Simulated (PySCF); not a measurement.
## C$_{2}$H$_{9}$NO$_{2}$Si$_{2}$: a changed input and its effect

System: C$_{2}$H$_{9}$NO$_{2}$Si$_{2}$, SMILES CC(=O)N[SiH2]O[SiH3].
Method of run A: GIAO PBE0/pcSseg-1 NMR shielding, non-relativistic, IEF-PCM acetonitrile (PySCF 2.14.0).

The geometry comes from this level: PBE0-D3(BJ)/def2-SVP. Text and figures count atoms from 1; the logs count them from 0 in places.

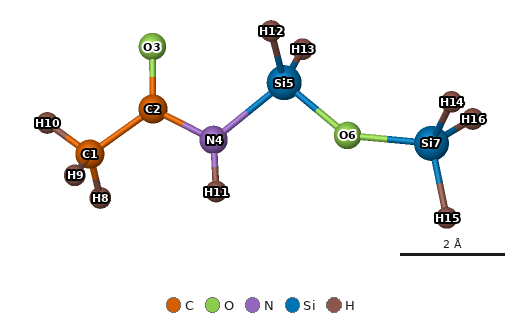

Fig. 1: The input geometry (ball-and-stick view, seen at a tilt; atoms are numbered from 1 in the order of the input).

### Input file, run A
```
{"job": {"kind": "nmr", "xc": "PBE0", "basis": "pcSseg-1", "solvent": "acetonitrile", "pop": true}, "charge": 0, "multiplicity": 1}
C      2.802423     0.587090     1.515352
C      1.758846    -0.309121     0.901903
O      1.834242    -1.527374     0.905892
N      0.673080     0.277209     0.323047
Si    -0.512652    -0.852508    -0.336413
O     -1.688322     0.163540    -0.922903
Si    -3.085836     0.286030    -1.802338
H      3.141033     1.347652     0.795682
H      2.383019     1.113124     2.387053
H      3.653760    -0.023061     1.837369
H      0.570576     1.284873     0.301387
H     -1.086795    -1.717256     0.726625
H      0.058050    -1.649414    -1.454139
H     -4.211255    -0.395310    -1.094133
H     -3.409215     1.731597    -1.966788
H     -2.913506    -0.340497    -3.148363
```

The first line tells a small driver script what to run in PySCF; the rest is the geometry in Å.

Launched with:
```bash
OMP_NUM_THREADS=1 python <driver script> task.json out
```

Hardware: 1 CPU thread, shared host.

### Output (run A)
```
coarse grid: 14240 points
cycle   1  E = -865.0682339632  dE =  7.459e-01  |g| = 1.062e+00  |ddm| = 3.565e+00
cycle   2  E = -864.6217814287  dE =  4.465e-01  |g| = 1.863e+00  |ddm| = 2.115e+00
cycle   3  E = -865.2637067946  dE = -6.419e-01  |g| = 2.005e-01  |ddm| = 1.535e+00
cycle   4  E = -865.2705254027  dE = -6.819e-03  |g| = 8.652e-02  |ddm| = 1.774e-01
cycle   5  E = -865.2718404826  dE = -1.315e-03  |g| = 2.605e-02  |ddm| = 6.842e-02
cycle   6  E = -865.2719738077  dE = -1.333e-04  |g| = 4.733e-03  |ddm| = 2.159e-02
cycle   7  E = -865.2719769923  dE = -3.185e-06  |g| = 1.793e-03  |ddm| = 3.674e-03
final grid: 128024 points
cycle   8  E = -865.3296346422  dE = -2.591e-06  |g| = 1.352e-02  |ddm| = 1.722e-02
cycle   9  E = -865.3295607080  dE =  7.393e-05  |g| = 2.420e-02  |ddm| = 2.333e-02
cycle  10  E = -865.3296674215  dE = -1.067e-04  |g| = 1.591e-03  |ddm| = 1.557e-02
cycle  11  E = -865.3296678683  dE = -4.467e-07  |g| = 3.049e-04  |ddm| = 1.151e-03
cycle  12  E = -865.3296678815  dE = -1.326e-08  |g| = 1.265e-04  |ddm| = 2.694e-04
cycle  13  E = -865.3296678848  dE = -3.281e-09  |g| = 1.967e-05  |ddm| = 9.746e-05
cycle  14  E = -865.3296678849  dE = -6.276e-11  |g| = 6.641e-06  |ddm| = 1.645e-05
converged SCF energy = -865.3296678849

GIAO shielding tensors (ppm)
atom      isotropic    diamagn.    paramagn.     s11        s22        s33       span
  0 C      160.266     247.676     -87.410    136.628    150.404    193.766     57.139
  1 C        1.404     247.569    -246.165    -71.798    -18.236     94.244    166.042
  2 O      -82.232     405.841    -488.074   -336.110   -182.647    272.060    608.171
  3 N      131.714     332.345    -200.631     24.868    135.978    234.295    209.428
  4 Si     384.818     880.895    -496.077    365.569    379.315    409.569     44.000
  5 O      318.632     401.636     -83.004    264.911    332.878    358.107     93.196
  6 Si     389.419     878.007    -488.588    346.974    353.127    468.157    121.183
  7 H       28.924      27.460       1.464     25.251     28.245     33.274      8.023
  8 H       28.821      27.122       1.699     25.397     27.750     33.315      7.918
  9 H       29.666      25.713       3.953     25.901     27.974     35.124      9.223
 10 H       26.094      36.052      -9.958     21.233     27.195     29.853      8.620
 11 H       26.037      30.902      -4.864     22.466     25.270     30.376      7.910
 12 H       26.025      30.898      -4.872     22.476     25.293     30.307      7.831
 13 H       26.199      27.551      -1.352     23.041     24.545     31.010      7.969
 14 H       26.307      28.121      -1.814     22.974     24.787     31.161      8.187
 15 H       26.185      27.656      -1.471     23.068     24.601     30.885      7.818
```

For run B the input was changed thus:
```diff
-"solvent": "acetonitrile"
-"pop": true
+"solvent": "cyclohexane"
+"pop": false
```

How does run B compare with run A?

The total energy of run B is 4.2 kcal/mol higher: the change of the electrostatic solvation energy at this fixed geometry, without cavity or dispersion terms. The HOMO goes from −7.85 to −7.73 eV. The LUMO goes from 0.33 to 0.27 eV. The dipole moment goes from 4.24 to 3.57 D. Of all shieldings, the largest change is that of O3, by −26.4 ppm. The number of SCF iterations is the same.

### Output (run B)
```
coarse grid: 14240 points
cycle   1  E = -865.0539057123  dE =  7.600e-01  |g| = 1.072e+00  |ddm| = 3.565e+00
cycle   2  E = -864.5318913512  dE =  5.220e-01  |g| = 1.961e+00  |ddm| = 2.311e+00
cycle   3  E = -865.2536184618  dE = -7.217e-01  |g| = 2.397e-01  |ddm| = 1.723e+00
cycle   4  E = -865.2633988270  dE = -9.780e-03  |g| = 1.007e-01  |ddm| = 2.153e-01
cycle   5  E = -865.2651547139  dE = -1.756e-03  |g| = 2.996e-02  |ddm| = 8.364e-02
cycle   6  E = -865.2653357348  dE = -1.810e-04  |g| = 5.347e-03  |ddm| = 2.559e-02
cycle   7  E = -865.2653399570  dE = -4.222e-06  |g| = 2.040e-03  |ddm| = 4.250e-03
final grid: 128024 points
cycle   8  E = -865.3230102839  dE =  7.824e-07  |g| = 1.430e-02  |ddm| = 1.756e-02
cycle   9  E = -865.3229162833  dE =  9.400e-05  |g| = 2.665e-02  |ddm| = 2.580e-02
cycle  10  E = -865.3230469172  dE = -1.306e-04  |g| = 1.974e-03  |ddm| = 1.780e-02
cycle  11  E = -865.3230476034  dE = -6.862e-07  |g| = 3.347e-04  |ddm| = 1.431e-03
cycle  12  E = -865.3230476204  dE = -1.697e-08  |g| = 1.281e-04  |ddm| = 2.986e-04
cycle  13  E = -865.3230476238  dE = -3.429e-09  |g| = 2.370e-05  |ddm| = 1.023e-04
cycle  14  E = -865.3230476239  dE = -8.504e-11  |g| = 9.129e-06  |ddm| = 1.994e-05
converged SCF energy = -865.3230476239

GIAO shielding tensors (ppm)
atom      isotropic    diamagn.    paramagn.     s11        s22        s33       span
  0 C      160.694     248.396     -87.703    136.919    151.960    193.202     56.283
  1 C        4.399     247.340    -242.941    -74.487     -6.470     94.154    168.641
  2 O     -108.614     404.383    -512.997   -382.412   -213.712    270.282    652.694
  3 N      135.061     332.089    -197.027     32.112    134.365    238.708    206.596
  4 Si     384.373     880.853    -496.480    364.341    381.246    407.531     43.190
  5 O      317.981     401.728     -83.747    263.385    332.352    358.205     94.820
  6 Si     390.056     878.084    -488.028    347.425    353.411    469.331    121.906
  7 H       29.198      27.896       1.302     25.582     28.584     33.427      7.844
  8 H       29.053      27.531       1.523     25.689     28.046     33.424      7.735
  9 H       29.544      25.834       3.710     25.785     27.829     35.016      9.231
 10 H       26.688      36.497      -9.809     21.861     27.709     30.494      8.633
 11 H       25.991      30.775      -4.784     22.426     25.177     30.370      7.944
 12 H       25.982      30.781      -4.799     22.438     25.205     30.302      7.865
 13 H       26.186      27.547      -1.361     23.036     24.521     31.002      7.966
 14 H       26.314      28.140      -1.826     22.984     24.801     31.158      8.174
 15 H       26.175      27.656      -1.482     23.068     24.577     30.879      7.811
```

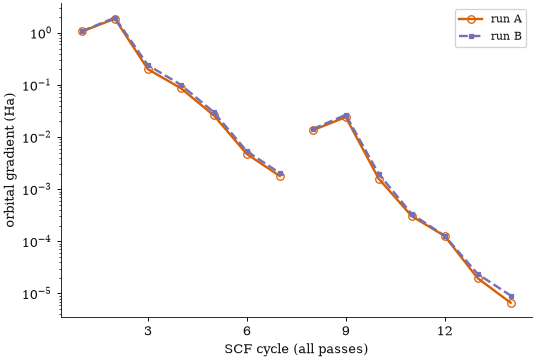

Fig. 2: Convergence of the two runs: orbital gradient against the SCF cycle. A break in a curve parts two SCF passes (coarse and final grid). Run A takes 14 cycles in all, and run B takes 14.

### The two runs side by side

| quantity | run A | run B |
| --- | --- | --- |
| outcome | converged | converged |
| total energy (hartree) | −865.329668 | −865.323048 |
| HOMO (eV) | −7.85 | −7.73 |
| LUMO (eV) | 0.33 | 0.27 |
| dipole moment (D) | 4.24 | 3.57 |
| shielding of C2 (ppm) | 1.4 | 4.4 |
| shielding of O3 (ppm) | −82.2 | −108.6 |
| shielding of N4 (ppm) | 131.7 | 135.1 |
| shielding of Si5 (ppm) | 384.8 | 384.4 |
| shielding of O6 (ppm) | 318.6 | 318.0 |
| shielding of Si7 (ppm) | 389.4 | 390.1 |
| shielding of H11 (ppm) | 26.1 | 26.7 |
| SCF iterations | 14 | 14 |
| basis functions | 178 | 178 |
| wall time (shared host) | 59 s | 50 s |
